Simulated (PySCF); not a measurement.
# Two runs on GaNH₅F

System: GaNH₅F, SMILES [NH3+][GaH2-][F].
Method of run A: TDDFT HF/def2-SVPD, vertical, gas phase, core orbitals frozen in the response (PySCF 2.14.0).

The geometry comes from this level: PBE0-D3(BJ)/def2-SVP. Text and figures count atoms from 1; the logs count them from 0 in places.

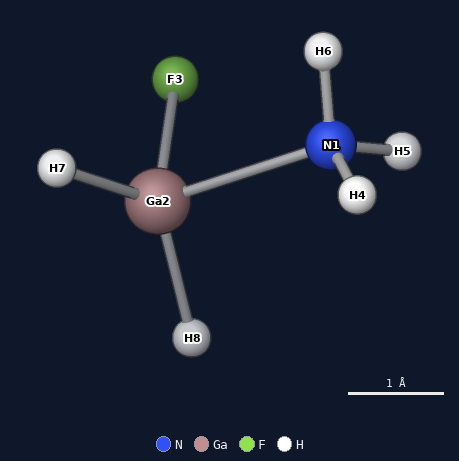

The input geometry (ball-and-stick view, seen at a tilt; atoms are numbered from 1 in the order of the input). Sticks mark near contacts. Bond lengths as drawn: F–Ga 1.79 Å, Ga–H 1.57 Å, Ga–N 2.13 Å and H–N 1.02 Å.

Input file, run A:
```
{"job": {"kind": "uv", "xc": "HF", "basis": "def2-SVPD", "ip": true}, "charge": 0, "multiplicity": 1}
N      1.023293     0.027329     0.030334
Ga    -1.098965    -0.185098     0.028253
F     -1.281326     1.398997    -0.780742
H      1.553972    -0.734951     0.451133
H      1.336172     0.139630    -0.934388
H      1.256967     0.889097     0.524321
H     -1.431822    -0.143753     1.566303
H     -1.303373    -1.410860    -0.938069
```

The first line tells a small driver script what to run in PySCF; the rest is the geometry in Å.

Launched with:
```bash
OMP_NUM_THREADS=1 python <driver script> task.json out
```

Hardware: 1 CPU thread, shared host.

Output (run A):
```
final grid: 62752 points
cycle   1  E = -2079.6728490231  dE = -7.792e-01  |g| = 5.849e-01  |ddm| = 3.245e+00
cycle   2  E = -2079.7271133432  dE = -5.426e-02  |g| = 4.009e-01  |ddm| = 7.582e-01
cycle   3  E = -2079.7520768240  dE = -2.496e-02  |g| = 4.261e-02  |ddm| = 2.790e-01
cycle   4  E = -2079.7528353743  dE = -7.586e-04  |g| = 8.152e-03  |ddm| = 1.226e-01
cycle   5  E = -2079.7528619908  dE = -2.662e-05  |g| = 3.322e-03  |ddm| = 2.228e-02
cycle   6  E = -2079.7528652276  dE = -3.237e-06  |g| = 1.009e-03  |ddm| = 5.398e-03
cycle   7  E = -2079.7528656814  dE = -4.539e-07  |g| = 2.732e-04  |ddm| = 2.159e-03
cycle   8  E = -2079.7528657187  dE = -3.726e-08  |g| = 1.018e-04  |ddm| = 5.718e-04
cycle   9  E = -2079.7528657223  dE = -3.625e-09  |g| = 1.949e-05  |ddm| = 1.533e-04
cycle  10  E = -2079.7528657225  dE = -1.792e-10  |g| = 4.071e-06  |ddm| = 5.248e-05
converged SCF energy = -2079.7528657225

Static polarisability (au): isotropic 38.109, principal 35.589 39.253 39.485

Singlet excitations
state   eV       nm        f      main configurations
  1   7.9376    156.2   0.02415   H->L+1 0.37, H->L 0.31, H->L+3 0.11
  2   8.5520    145.0   0.17228   H->L 0.39, H->L+2 0.35, H->L+1 0.10
  3   8.8354    140.3   0.00265   H->L+2 0.38, H->L+1 0.33, H->L 0.14
  4   9.4980    130.5   0.35211   H-1->L 0.53, H-1->L+1 0.24
  5   9.8444    125.9   0.45410   H->L+3 0.65, H->L 0.12
  6  10.1650    122.0   0.39309   H-1->L+2 0.43, H->L+5 0.34
  7  10.3621    119.7   0.08289   H->L+4 0.63, H-1->L+3 0.09
  8  10.4611    118.5   0.25979   H-1->L+1 0.43, H-1->L 0.20, H->L+8 0.14
  9  10.8647    114.1   0.08289   H->L+5 0.43, H-1->L+2 0.15, H-1->L+3 0.14
 10  10.8873    113.9   0.00847   H->L+6 0.67, H->L+7 0.10, H->L+2 0.09

Triplet excitations (Tamm-Dancoff, eV): 7.0934 7.6067 8.1190 8.2348
Vertical ionisation energy (delta-SCF) = 9.9929 eV
```

Run B used a changed input.

The two runs side by side:

| quantity | run A | run B |
| --- | --- | --- |
| outcome | converged | converged |
| total energy (hartree) | −2079.752866 | −2078.024533 |
| HOMO (eV) | −11.07 | −6.51 |
| LUMO (eV) | 1.53 | −1.22 |
| dipole moment (D) | 5.68 | 5.55 |
| lowest excitation (eV) | 7.94 | 5.33 |
| SCF iterations | 10 | 12 |
| strongest computed line (eV) | 9.84 | 7.29 |
| basis functions | 121 | 121 |
| wall time (shared host) | 3.3 s | 21 s |

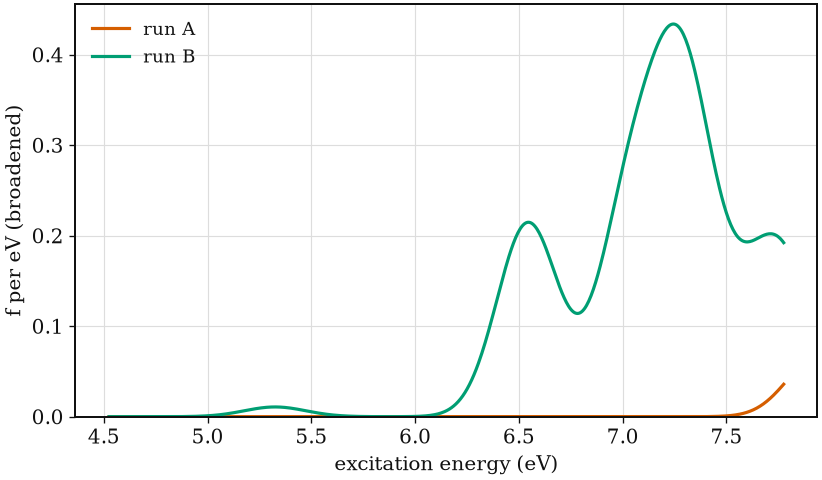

Absorption of the two runs from their computed states, each broadened by a Gaussian of 0.35 eV full width; the range ends where the shorter list of states ends.

Which change of the input explains these differences?

The change (lines with − go, lines with + come):
```diff
-"xc": "HF"
+"xc": "LDA"
```

The total energies belong to different methods, so their difference says nothing on which is more stable or more accurate. The HOMO goes from −11.07 to −6.51 eV. The LUMO goes from 1.53 to −1.22 eV. The dipole moment goes from 5.68 to 5.55 D. The lowest excitation goes from 7.94 to 5.33 eV. The strongest computed line goes from 9.84 to 7.29 eV. The method changes from HF to LDA. Exact exchange removes part of the self-interaction error of semilocal functionals, which pushes filled and empty levels apart. The SCF takes 12 iterations against 10.

Output (run B):
```
coarse grid: 30200 points
cycle   1  E = -2077.8971765864  dE = -5.054e-01  |g| = 9.439e-01  |ddm| = 3.112e+00
cycle   2  E = -2077.1682946821  dE =  7.289e-01  |g| = 2.301e+00  |ddm| = 3.147e+00
cycle   3  E = -2077.9916836922  dE = -8.234e-01  |g| = 4.586e-01  |ddm| = 2.774e+00
cycle   4  E = -2078.0233454783  dE = -3.166e-02  |g| = 8.593e-02  |ddm| = 4.023e-01
cycle   5  E = -2078.0242363439  dE = -8.909e-04  |g| = 3.975e-02  |ddm| = 1.066e-01
cycle   6  E = -2078.0245798607  dE = -3.435e-04  |g| = 1.229e-02  |ddm| = 3.845e-02
cycle   7  E = -2078.0246096885  dE = -2.983e-05  |g| = 2.906e-03  |ddm| = 1.329e-02
cycle   8  E = -2078.0246113392  dE = -1.651e-06  |g| = 2.330e-04  |ddm| = 3.241e-03
final grid: 62752 points
cycle   9  E = -2078.0245332844  dE = -7.636e-08  |g| = 2.645e-04  |ddm| = 3.445e-03
cycle  10  E = -2078.0245332503  dE =  3.411e-08  |g| = 5.398e-04  |ddm| = 8.962e-04
cycle  11  E = -2078.0245332977  dE = -4.739e-08  |g| = 6.883e-05  |ddm| = 4.761e-04
cycle  12  E = -2078.0245332987  dE = -9.927e-10  |g| = 2.526e-05  |ddm| = 1.149e-04
converged SCF energy = -2078.0245332987

Static polarisability (au): isotropic 46.263, principal 42.974 47.527 48.289

Singlet excitations
state   eV       nm        f      main configurations
  1   5.3254    232.8   0.00400   H->L 1.00
  2   6.4574    192.0   0.00001   H->L+1 0.96
  3   6.5435    189.5   0.07964   H-1->L 0.98
  4   7.0174    176.7   0.04292   H-3->L 0.61, H->L+3 0.20, H->L+2 0.18
  5   7.0507    175.8   0.03589   H-3->L 0.38, H->L+2 0.33, H->L+3 0.28
  6   7.0783    175.2   0.00646   H-2->L 0.98
  7   7.2902    170.1   0.13336   H->L+3 0.45, H->L+2 0.38, H->L+5 0.10
  8   7.4335    166.8   0.00088   H->L+4 0.96
  9   7.5905    163.3   0.02726   H-1->L+1 0.89
 10   7.7758    159.4   0.05840   H->L+5 0.88

Triplet excitations (Tamm-Dancoff, eV): 5.2312 6.1480 6.2986 6.5887
Vertical ionisation energy (delta-SCF) = 9.9085 eV
Vertical electron affinity (delta-SCF) = -0.5558 eV
```

For both runs: Spin–orbit coupling is left out, which matters for the heavy atoms.
